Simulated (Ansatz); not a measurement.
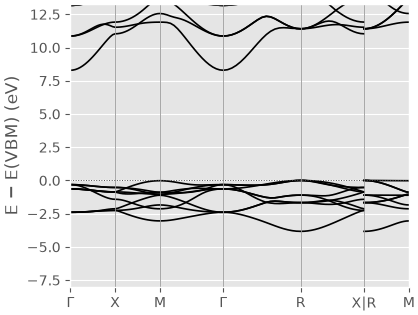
Fig. 1. Band structure from r²SCAN (plane waves, PAW; program Ansatz)

The gap is 8.29 eV; an edge lies off the plotted path or next to a special point (maximum on the R–X line, 1 % of the way from R, minimum at Γ).

Q: Which compound is it?
(A) ScF3, ReO3 type
(B) KMgF3, cubic perovskite
(C) CO2, Pa-3 (C on 4a, O on 8c)

A: B, KMgF3, cubic perovskite

Space group Pm-3m (cubic perovskite). The cell was relaxed with r²SCAN under the symmetry of its start.

Potentials: the earlier of the program's two PAW sets. The files were generated under PBE; for other functionals the program regenerates the frozen cores, and for LDA and PBEsol the local potential too.
